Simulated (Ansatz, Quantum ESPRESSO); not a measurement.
# From contact to tunnelling: vacuum gaps between two Li(110) faces, part 4 of 5

Wanted: T at the Fermi level along a series, and its decay constant, for vacuum gaps between two Li(110) faces.

Quantum ESPRESSO 7.5; plane-wave DFT, PBE, GBRV ultrasoft pseudopotentials; cross-check by Ansatz 0.2.0 with PAW datasets.

So far. Step 6 (Transmission with pwcond.x, 6 Å): T goes from 0.260 to 0.125, a factor of 2.1. Step 7 (Cross-check with Ansatz, 6 Å): Ansatz finds T = 0.104 against pwcond's 0.125.

### 8. SCF with pw.x, 7 Å

Level of this step: plane-wave DFT, PBE, GBRV ultrasoft pseudopotentials (Quantum ESPRESSO 7.5).

j2.scf.in reads:

```
&control
  prefix = 'j2.scf'
  outdir = './out'
  pseudo_dir = './pseudo'
  calculation = 'scf'
  tprnfor = .true.
/
&system
  ibrav = 0
  nat = 12
  ntyp = 1
  ecutwfc = 40
  ecutrho = 200
  occupations = 'smearing'
  smearing = 'mv'
  degauss = 0.01
/
&electrons
  conv_thr = 1e-07
  mixing_beta = 0.25
  electron_maxstep = 120
  mixing_mode = 'local-TF'
/
ATOMIC_SPECIES
  Li  6.9400  li_pbe_v1.4.uspp.F.UPF
CELL_PARAMETERS angstrom
  3.44000000000000 0.00000000000000 0.00000000000000
  1.72000000000000 2.43244732728172 0.00000000000000
  0.00000000000000 0.00000000000000 33.75692060009896
ATOMIC_POSITIONS crystal
  Li  0.000000000000 0.000000000000 0.000000000000
  Li  0.500000000000 0.000000000000 0.072057737615
  Li  0.000000000000 0.000000000000 0.144115475229
  Li  0.500000000000 0.000000000000 0.216173212844
  Li  0.000000000000 0.000000000000 0.288230950459
  Li  0.500000000000 0.000000000000 0.360288688073
  Li  0.000000000000 0.000000000000 0.567653574312
  Li  0.500000000000 0.000000000000 0.639711311927
  Li  0.000000000000 0.000000000000 0.711769049541
  Li  0.500000000000 0.000000000000 0.783826787156
  Li  0.000000000000 0.000000000000 0.855884524771
  Li  0.500000000000 0.000000000000 0.927942262385
K_POINTS automatic
  8 10 1 0 0 0
```

Command:

```
$ OMP_NUM_THREADS=1 mpirun -n 2 pw.x -nk 2 -in j2.scf.in > j2.scf.out
```

Numbers of over 12 decimals in the logs are rounded to 6 here.

Log:

```text
[banner, memory and clock lines left out]
Program PWSCF v.7.5 starts
[...]
Message from routine setup:
[...]
number of electrons       =        36.00
     number of Kohn-Sham states=           22
     kinetic-energy cutoff     =      40.0000  Ry
     charge density cutoff     =     200.0000  Ry
[...]
number of k points=    39  Marzari-Vanderbilt smearing, width (Ry)=  0.0100
[...]
Dense  grid:    91125 G-vectors     FFT dimensions: (  30,  25, 288)
[...]
Starting wfcs are   60 randomized atomic wfcs
[...]
estimated scf accuracy    <       2.38588440 Ry
[...]
estimated scf accuracy    <       1.61041969 Ry
[...]
estimated scf accuracy    <       0.09012193 Ry
[...]
estimated scf accuracy    <       0.52918798 Ry
[...]
estimated scf accuracy    <       0.63355807 Ry
[...]
estimated scf accuracy    <       0.37009522 Ry
[...]
estimated scf accuracy    <       0.20601097 Ry
[...]
estimated scf accuracy    <       0.19080854 Ry
[...]
estimated scf accuracy    <       0.02843203 Ry
[...]
estimated scf accuracy    <       0.00178649 Ry
[...]
estimated scf accuracy    <       0.00099205 Ry
[...]
estimated scf accuracy    <       0.00459784 Ry
[...]
estimated scf accuracy    <       0.00094002 Ry
[...]
estimated scf accuracy    <       0.00096197 Ry
[...]
estimated scf accuracy    <       0.00011260 Ry
[...]
estimated scf accuracy    <       0.00013584 Ry
[...]
estimated scf accuracy    <       0.00000737 Ry
[...]
estimated scf accuracy    <       0.00005057 Ry
[...]
estimated scf accuracy    <       0.00004674 Ry
[...]
estimated scf accuracy    <       0.00003686 Ry
[...]
estimated scf accuracy    <       0.00014117 Ry
[...]
estimated scf accuracy    <       0.00000762 Ry
[...]
estimated scf accuracy    <       0.00003975 Ry
[...]
estimated scf accuracy    <       0.00003720 Ry
[...]
estimated scf accuracy    <       0.00000290 Ry
[...]
estimated scf accuracy    <       0.00001102 Ry
[...]
estimated scf accuracy    <       0.00000072 Ry
[...]
estimated scf accuracy    <       0.00000038 Ry
[...]
the Fermi energy is     0.5136 ev
!    total energy              =    -173.62577233 Ry
     estimated scf accuracy    <       0.00000001 Ry
     smearing contrib. (-TS)   =      -0.00029071 Ry
     internal energy E=F+TS    =    -173.62548162 Ry
[...]
one-electron contribution =    -226.15678496 Ry
     hartree contribution      =      98.02200332 Ry
     xc contribution           =     -40.47181169 Ry
     ewald contribution        =      -5.01888830 Ry
     convergence has been achieved in  29 iterations
[...]
Total force =     0.007222     Total SCF correction =     0.000156
[...]
```

The job ended after 6.9 min (2 MPI ranks of Arm Neoverse N1, shared host; peak memory 0.39 GiB; 14 min of CPU time).

Read from the output:

| Quantity | Value |
| --- | --- |
| free energy | -2362.2990 eV |
| Fermi energy | 0.5136 eV |

### 9. Transmission with pwcond.x, 7 Å

j2.cond.in reads:

```
&inputcond
  outdir = './out'
  prefixt = 'j2.scf'
  tran_file = 'j2.cond.dat'
  bdl = 1.4142135610
  bds = 9.8130583140
  ikind = 1
  ewind = 4.0
  epsproj = 1e-05
  nz1 = 7
  energy0 = 0.4
  denergy = -0.4
/
21
  0.00000000 0.00000000 0.01562500
  0.00000000 0.12500000 0.03125000
  0.00000000 0.25000000 0.03125000
  0.00000000 0.37500000 0.03125000
  0.00000000 0.50000000 0.01562500
  0.12500000 0.00000000 0.06250000
  0.12500000 0.25000000 0.06250000
  0.12500000 0.37500000 0.06250000
  0.12500000 0.50000000 0.06250000
  0.25000000 0.00000000 0.06250000
  0.25000000 0.12500000 0.03125000
  0.25000000 0.37500000 0.06250000
  0.25000000 0.50000000 0.06250000
  0.25000000 0.62500000 0.03125000
  0.37500000 0.00000000 0.06250000
  0.37500000 0.12500000 0.06250000
  0.37500000 0.50000000 0.06250000
  0.37500000 0.62500000 0.06250000
  0.50000000 0.00000000 0.03125000
  0.50000000 0.12500000 0.06250000
  0.50000000 0.25000000 0.03125000
3
```

Command:

```
$ OMP_NUM_THREADS=1 mpirun -n 2 pwcond.x -in j2.cond.in > j2.cond.out
```

Log:

```text
[banner, memory and clock lines left out]
Program PWCOND v.7.5 starts
[citation notice left out]

[...]
./out/j2.scf.save/

     IMPORTANT: XC functional enforced from input :
     Exchange-correlation= PBE
                           (   1   4   3   4   0   0   0)
     Any further DFT definition will be discarded
     Please, verify this is what you really want

     Reading collected, re-writing distributed wavefunctions

===== INPUT FILE containing all the regions =====

     GEOMETRY:

     lattice parameter (alat)  =       6.5007  a.u.
[...]
---  E-Ef =   -0.4000000  k =    0.5000000   0.2500000
---  ie =          3  ik =         21
 Nchannels of the left tip =            1
 Right moving states:
   k1(2pi/a)   k2(2pi/a)   E-Ef (eV)
   0.4232554   0.0000097  -0.4000000
 Left moving states:
   k1(2pi/a)   k2(2pi/a)   E-Ef (eV)
  -0.4232554   0.0000097  -0.4000000

 to transmit
 Band j to band i transmissions and reflections:
    j         i     |T_ij|^2    |R_ij|^2

    1 -->     1     0.00049     0.99951
   Total T_j, R_j =    0.00049  0.99951

E-Ef(ev), T(x2 spins) =   -0.4000000   0.0009766
   T_tot     0.40000      0.20128E+00
   T_tot     0.00000      0.80151E-01
   T_tot    -0.40000      0.26578E-01

[...]
```

Wall time 90 s (2 MPI ranks); peak memory 0.12 GiB; 3 min of CPU time.

This step gave:

```
transmission at the Fermi level, one spin : 0.04008
conductance                               : 0.04008 G₀
```

Per spin; mean over the k mesh across the current. Table of transmission, zone mean by energy, zero at the Fermi level:

| energy (eV) | transmission, zone mean |
| --- | --- |
| -0.400 | 0.0133 |
| 0.000 | 0.0401 |
| 0.400 | 0.101 |

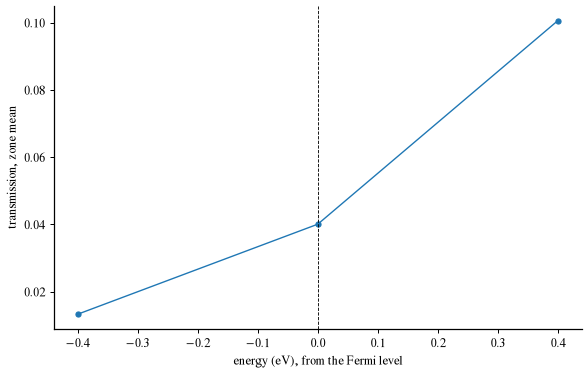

Transmission, zone mean against energy.

At 0.000 eV; k in fractions of b1, b2. Transmission by k point:

| k1 | k2 | weight | t | channels |
| --- | --- | --- | --- | --- |
| 0 | 0 | 0.01562 | 0.7335 | 1 |
| 0 | 0.125 | 0.03125 | 0.1892 | 1 |
| 0 | 0.25 | 0.03125 | 0.01075 | 1 |
| 0 | 0.375 | 0.03125 | 4.66e-4 | 1 |
| 0 | 0.5 | 0.01562 | 0 | 0 |
| 0.125 | 0 | 0.0625 | 0.2562 | 1 |
| 0.125 | 0.25 | 0.0625 | 0.03029 | 1 |
| 0.125 | 0.375 | 0.0625 | 0.001712 | 1 |
| 0.125 | 0.5 | 0.0625 | 9.70e-6 | 1 |
| 0.25 | 0 | 0.0625 | 0.02458 | 1 |
| 0.25 | 0.125 | 0.03125 | 0.06285 | 1 |
| 0.25 | 0.375 | 0.0625 | 0.002994 | 1 |
| 0.25 | 0.5 | 0.0625 | 1.42e-4 | 1 |
| 0.25 | 0.625 | 0.03125 | 0 | 0 |
| 0.375 | 0 | 0.0625 | 0.002114 | 1 |
| 0.375 | 0.125 | 0.0625 | 0.006723 | 1 |
| 0.375 | 0.5 | 0.0625 | 2.05e-4 | 1 |
| 0.375 | 0.625 | 0.0625 | 0 | 0 |
| 0.5 | 0 | 0.03125 | 7.91e-5 | 2 |
| 0.5 | 0.125 | 0.0625 | 6.83e-4 | 1 |
| 0.5 | 0.25 | 0.03125 | 9.56e-4 | 1 |

T goes from 0.125 to 0.0401, a factor of 3.1.

### 10. Cross-check with Ansatz, 7 Å

Level of this step: plane-wave DFT, PBE, Ansatz PAW (Ansatz 0.2.0).

input.yaml reads:

```yaml
crystal:
  lattice:
    - [3.44, 0.0, 0.0]
    - [1.72, 2.4324473273, 0.0]
    - [0.0, 0.0, 33.7569206001]
  atoms:
    - { symbol: Li, position: [0.0, 0.0, 0.0] }
    - { symbol: Li, position: [0.5, 0.0, 0.0720577376] }
    - { symbol: Li, position: [0.0, 0.0, 0.1441154752] }
    - { symbol: Li, position: [0.5, 0.0, 0.2161732128] }
    - { symbol: Li, position: [0.0, 0.0, 0.2882309505] }
    - { symbol: Li, position: [0.5, 0.0, 0.3602886881] }
    - { symbol: Li, position: [0.0, 0.0, 0.5676535743] }
    - { symbol: Li, position: [0.5, 0.0, 0.6397113119] }
    - { symbol: Li, position: [0.0, 0.0, 0.7117690495] }
    - { symbol: Li, position: [0.5, 0.0, 0.7838267872] }
    - { symbol: Li, position: [0.0, 0.0, 0.8558845248] }
    - { symbol: Li, position: [0.5, 0.0, 0.9279422624] }
kpoints:
  mp_grid: { grid: [8, 10, 1] }
hamiltonian:
  xc: pbe
scf:
  occupations: { method: fermi_dirac, width: 0.1 }
  convergence: { dr2_threshold: 1.0e-08 }
output:
  transmission: { leads: [[0, 2]], e_range: [-0.4, 0.4], de: 0.4, kmesh: [8, 8] }
  write_potential: true
  write_density: true
  volumetric_format: npy
```

Command:

```
$ ansatz run input.yaml --threads 2 --pin off --max-ram 4096MiB --backend cpu --events-out ev --progress --plain --runs-dir out
```

Log:

```text
[...]
Crystal: 12 atoms, lattice volume = 282.465 Å³
Basis set: ecut = 420 eV, 5449 PW (Γ)
Bands: 30, of which v1, the nominal top of the filled ones, is band 18 counted from 1 (17 counted from 0)
Symmetry: 4 space group operations
k-points: 42 of 80
[...]
k-point 41: bands = [... 14 lower, 0.5263, 0.5263, 0.5853, 0.5853, 0.6593, 0.6593, 0.7262, 0.7262, ... 8 higher]
--- Transmission ---
  basis      : 69 plane waves across, 42 finite elements along
  points     : 34, standing for a mesh of 8 x 8
[...]
channels       : 9.218750e-1 a spin
[...]
slowest decay  : 0.2529 /Å at (0.0000, 0.5000)
  junction   : crystal 0 to crystal 0, -0.52 to 28.37 Å
    transmission   : 2.976452e-2 a spin
[...]
[key lines of the parts left out:]
SCF converged after 6 iterations
Free energy (F): -2455.837257 eV
Fermi energy:    0.516683 eV
```

The job ended after 53 s (2 threads; peak memory 0.63 GiB).

This step gave:

```
free energy                                  : -2455.8373 eV
energy at zero smearing                      : -2455.7431 eV
smearing term TS                             : 0.1884 eV
Fermi energy                                 : 0.5167 eV
transmission at the Fermi level, one spin    : 0.02976
step of the lead's Hamiltonian over a period : 4.9 meV
```

Per spin; mean over the k mesh across the current. Transmission, zone mean against energy, zero at the Fermi level:

| energy (eV) | transmission, zone mean |
| --- | --- |
| -0.400 | 0.00959 |
| 0.000 | 0.0298 |
| 0.400 | 0.0816 |

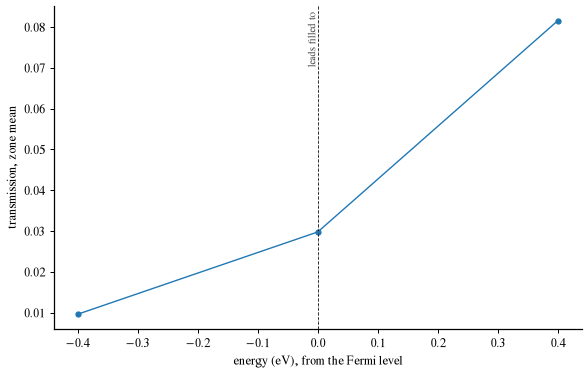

Transmission, zone mean against energy.

Ansatz finds T = 0.0298 against pwcond's 0.0401.

### 11. SCF with pw.x, 8 Å

Level of this step: plane-wave DFT, PBE, GBRV ultrasoft pseudopotentials (Quantum ESPRESSO 7.5).

j3.scf.in reads:

```
&control
  prefix = 'j3.scf'
  outdir = './out'
  pseudo_dir = './pseudo'
  calculation = 'scf'
  tprnfor = .true.
/
&system
  ibrav = 0
  nat = 12
  ntyp = 1
  ecutwfc = 40
  ecutrho = 200
  occupations = 'smearing'
  smearing = 'mv'
  degauss = 0.01
/
&electrons
  conv_thr = 1e-07
  mixing_beta = 0.25
  electron_maxstep = 120
  mixing_mode = 'local-TF'
/
ATOMIC_SPECIES
  Li  6.9400  li_pbe_v1.4.uspp.F.UPF
CELL_PARAMETERS angstrom
  3.44000000000000 0.00000000000000 0.00000000000000
  1.72000000000000 2.43244732728172 0.00000000000000
  0.00000000000000 0.00000000000000 34.75692060009896
ATOMIC_POSITIONS crystal
  Li  0.000000000000 0.000000000000 0.000000000000
  Li  0.500000000000 0.000000000000 0.069984546539
  Li  0.000000000000 0.000000000000 0.139969093078
  Li  0.500000000000 0.000000000000 0.209953639616
  Li  0.000000000000 0.000000000000 0.279938186155
  Li  0.500000000000 0.000000000000 0.349922732694
  Li  0.000000000000 0.000000000000 0.580092720767
  Li  0.500000000000 0.000000000000 0.650077267306
  Li  0.000000000000 0.000000000000 0.720061813845
  Li  0.500000000000 0.000000000000 0.790046360384
  Li  0.000000000000 0.000000000000 0.860030906922
  Li  0.500000000000 0.000000000000 0.930015453461
K_POINTS automatic
  8 10 1 0 0 0
```

Command:

```
$ OMP_NUM_THREADS=1 mpirun -n 2 pw.x -nk 2 -in j3.scf.in > j3.scf.out
```

Log:

```text
[banner, memory and clock lines left out]
Program PWSCF v.7.5 starts
[...]
Message from routine setup:
[...]
number of electrons       =        36.00
     number of Kohn-Sham states=           22
     kinetic-energy cutoff     =      40.0000  Ry
     charge density cutoff     =     200.0000  Ry
[...]
number of k points=    39  Marzari-Vanderbilt smearing, width (Ry)=  0.0100
[...]
Dense  grid:    93809 G-vectors     FFT dimensions: (  30,  25, 300)
[...]
Starting wfcs are   60 randomized atomic wfcs
[...]
estimated scf accuracy    <       2.38487221 Ry
[...]
estimated scf accuracy    <       1.60999604 Ry
[...]
estimated scf accuracy    <       0.08978172 Ry
[...]
estimated scf accuracy    <       0.49862785 Ry
[...]
estimated scf accuracy    <       0.60194846 Ry
[...]
estimated scf accuracy    <       0.36136718 Ry
[...]
estimated scf accuracy    <       0.19135299 Ry
[...]
estimated scf accuracy    <       0.18725403 Ry
[...]
negative rho (up, down):  1.092E-08 0.000E+00
[...]
estimated scf accuracy    <       0.08790844 Ry
[...]
estimated scf accuracy    <       0.00139977 Ry
[...]
estimated scf accuracy    <       0.00407775 Ry
[...]
estimated scf accuracy    <       0.00478401 Ry
[...]
estimated scf accuracy    <       0.00205509 Ry
[...]
estimated scf accuracy    <       0.00122315 Ry
[...]
estimated scf accuracy    <       0.00029207 Ry
[...]
estimated scf accuracy    <       0.00010930 Ry
[...]
estimated scf accuracy    <       0.00018135 Ry
[...]
estimated scf accuracy    <       0.00015199 Ry
[...]
estimated scf accuracy    <       0.00022969 Ry
[...]
estimated scf accuracy    <       0.00015341 Ry
[...]
estimated scf accuracy    <       0.00025315 Ry
[...]
estimated scf accuracy    <       0.00024459 Ry
[...]
estimated scf accuracy    <       0.00017228 Ry
[...]
estimated scf accuracy    <       0.00000151 Ry
[...]
estimated scf accuracy    <       0.00001089 Ry
[...]
estimated scf accuracy    <       0.00012066 Ry
[...]
estimated scf accuracy    <       0.00000354 Ry
[...]
estimated scf accuracy    <       0.00000018 Ry
[...]
estimated scf accuracy    <       0.00000052 Ry
[...]
the Fermi energy is     0.4081 ev
!    total energy              =    -173.62593070 Ry
     estimated scf accuracy    <       0.00000003 Ry
     smearing contrib. (-TS)   =      -0.00026232 Ry
     internal energy E=F+TS    =    -173.62566837 Ry
[...]
one-electron contribution =    -273.74997260 Ry
     hartree contribution      =     121.68053579 Ry
     xc contribution           =     -40.47166460 Ry
     ewald contribution        =      18.91543304 Ry
     convergence has been achieved in  30 iterations
[...]
Total force =     0.007143     Total SCF correction =     0.000257
[...]
```

Run time: 7.4 min. Hardware: 2 MPI ranks; peak memory 0.41 GiB.

Read from the output:

```
free energy  : -2362.3011 eV
Fermi energy : 0.4081 eV
```

### 12. Transmission with pwcond.x, 8 Å

j3.cond.in is the input of step 9 with these lines changed:

```diff
@@ -2,6 +2,6 @@
   outdir = './out'
-  prefixt = 'j2.scf'
-  tran_file = 'j2.cond.dat'
+  prefixt = 'j3.scf'
+  tran_file = 'j3.cond.dat'
   bdl = 1.4142135610
-  bds = 9.8130583140
+  bds = 10.1037559884
   ikind = 1
```

Command:

```
$ OMP_NUM_THREADS=1 mpirun -n 2 pwcond.x -in j3.cond.in > j3.cond.out
```

Log:

```text
[banner, memory and clock lines left out]
Program PWCOND v.7.5 starts
[citation notice left out]

[...]
./out/j3.scf.save/

     IMPORTANT: XC functional enforced from input :
     Exchange-correlation= PBE
                           (   1   4   3   4   0   0   0)
     Any further DFT definition will be discarded
     Please, verify this is what you really want

     Reading collected, re-writing distributed wavefunctions

===== INPUT FILE containing all the regions =====

     GEOMETRY:

     lattice parameter (alat)  =       6.5007  a.u.
[...]
---  E-Ef =   -0.4000000  k =    0.5000000   0.2500000
---  ie =          3  ik =         21
 Nchannels of the left tip =            1
 Right moving states:
   k1(2pi/a)   k2(2pi/a)   E-Ef (eV)
   0.4232655   0.0000095  -0.4000000
 Left moving states:
   k1(2pi/a)   k2(2pi/a)   E-Ef (eV)
  -0.4232656   0.0000095  -0.4000000

 to transmit
 Band j to band i transmissions and reflections:
    j         i     |T_ij|^2    |R_ij|^2

    1 -->     1     0.00004     0.99996
   Total T_j, R_j =    0.00004  0.99996

E-Ef(ev), T(x2 spins) =   -0.4000000   0.0000889
   T_tot     0.40000      0.89171E-01
   T_tot     0.00000      0.20559E-01
   T_tot    -0.40000      0.49984E-02

[...]
```

Run time: 92 s. Hardware: 2 MPI ranks; peak memory 0.12 GiB; 3 min of CPU time.

Numbers from this step:

- transmission at the Fermi level, one spin: 0.01028
- conductance: 0.01028 G₀

Per spin; mean over the k mesh across the current. Transmission, zone mean against energy, zero at the Fermi level:

| energy (eV) | transmission, zone mean |
| --- | --- |
| -0.400 | 0.00250 |
| 0.000 | 0.0103 |
| 0.400 | 0.0446 |

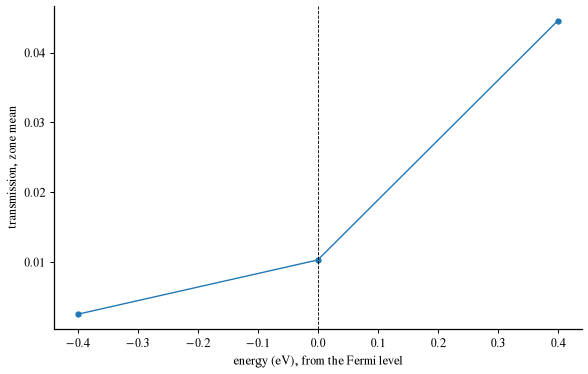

Transmission, zone mean against energy.

T goes from 0.0401 to 0.0103, a factor of 3.9.

### 13. The same in Ansatz, 8 Å

Level of this step: plane-wave DFT, PBE, Ansatz PAW (Ansatz 0.2.0).

input.yaml reads:

```yaml
crystal:
  lattice:
    - [3.44, 0.0, 0.0]
    - [1.72, 2.4324473273, 0.0]
    - [0.0, 0.0, 34.7569206001]
  atoms:
    - { symbol: Li, position: [0.0, 0.0, 0.0] }
    - { symbol: Li, position: [0.5, 0.0, 0.0699845465] }
    - { symbol: Li, position: [0.0, 0.0, 0.1399690931] }
    - { symbol: Li, position: [0.5, 0.0, 0.2099536396] }
    - { symbol: Li, position: [0.0, 0.0, 0.2799381862] }
    - { symbol: Li, position: [0.5, 0.0, 0.3499227327] }
    - { symbol: Li, position: [0.0, 0.0, 0.5800927208] }
    - { symbol: Li, position: [0.5, 0.0, 0.6500772673] }
    - { symbol: Li, position: [0.0, 0.0, 0.7200618138] }
    - { symbol: Li, position: [0.5, 0.0, 0.7900463604] }
    - { symbol: Li, position: [0.0, 0.0, 0.8600309069] }
    - { symbol: Li, position: [0.5, 0.0, 0.9300154535] }
kpoints:
  mp_grid: { grid: [8, 10, 1] }
hamiltonian:
  xc: pbe
scf:
  occupations: { method: fermi_dirac, width: 0.1 }
  convergence: { dr2_threshold: 1.0e-08 }
output:
  transmission: { leads: [[0, 2]], e_range: [-0.4, 0.4], de: 0.4, kmesh: [8, 8] }
  write_potential: true
  write_density: true
  volumetric_format: npy
  elf: true
```

Command:

```
$ ansatz run input.yaml --threads 2 --pin off --max-ram 4096MiB --backend cpu --events-out ev --progress --plain --runs-dir out
```

Log:

```text
[...]
Crystal: 12 atoms, lattice volume = 290.833 Å³
Basis set: ecut = 420 eV, 5609 PW (Γ)
Bands: 30, of which v1, the nominal top of the filled ones, is band 18 counted from 1 (17 counted from 0)
Symmetry: 4 space group operations
k-points: 42 of 80
[...]
k-point 41: bands = [... 14 lower, 0.4208, 0.4208, 0.4798, 0.4798, 0.5539, 0.5539, 0.6213, 0.6213, ... 8 higher]
--- Transmission ---
  basis      : 69 plane waves across, 43 finite elements along
  points     : 34, standing for a mesh of 8 x 8
[...]
channels       : 9.218750e-1 a spin
[...]
slowest decay  : 0.2531 /Å at (0.0000, 0.5000)
  junction   : crystal 0 to crystal 0, -0.52 to 29.37 Å
    transmission   : 6.620167e-3 a spin
[...]
[key lines of the parts left out:]
SCF converged after 6 iterations
Free energy (F): -2455.833454 eV
Fermi energy:    0.411653 eV
```

Elapsed: 55 s, on 2 threads; peak memory 0.64 GiB.

Read from the output:

* free energy: -2455.8335 eV
* energy at zero smearing: -2455.7389 eV
* smearing term TS: 0.1892 eV
* Fermi energy: 0.4117 eV
* transmission at the Fermi level, one spin: 0.006620
* step of the lead's Hamiltonian over a period: 4.5 meV

Per spin; mean over the k mesh across the current. Transmission, zone mean against energy, zero at the Fermi level:

| energy (eV) | transmission, zone mean |
| --- | --- |
| -0.400 | 0.00167 |
| 0.000 | 0.00662 |
| 0.400 | 0.0262 |

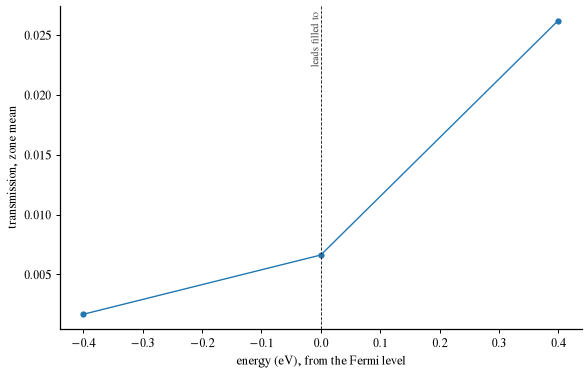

Transmission, zone mean against energy.

Ansatz finds T = 0.00662 against pwcond's 0.0103.

[end of part 4 of 5]

[Logs are printed without paths, hosts, clocks, repeated set-up lines and the standing remarks that a program may print on its own settings, such as how far it seeks lower states.]

[Hosts, paths, dates, database ids (printed as entryN), source tags and the programs' standing remarks are cut or masked in the printed files.]

[Maps of the electrostatic potential energy from Ansatz leave out the sawtooth potential of an applied field or a dipole correction, so their vacuum need not be flat; planar profiles and work functions include it.]
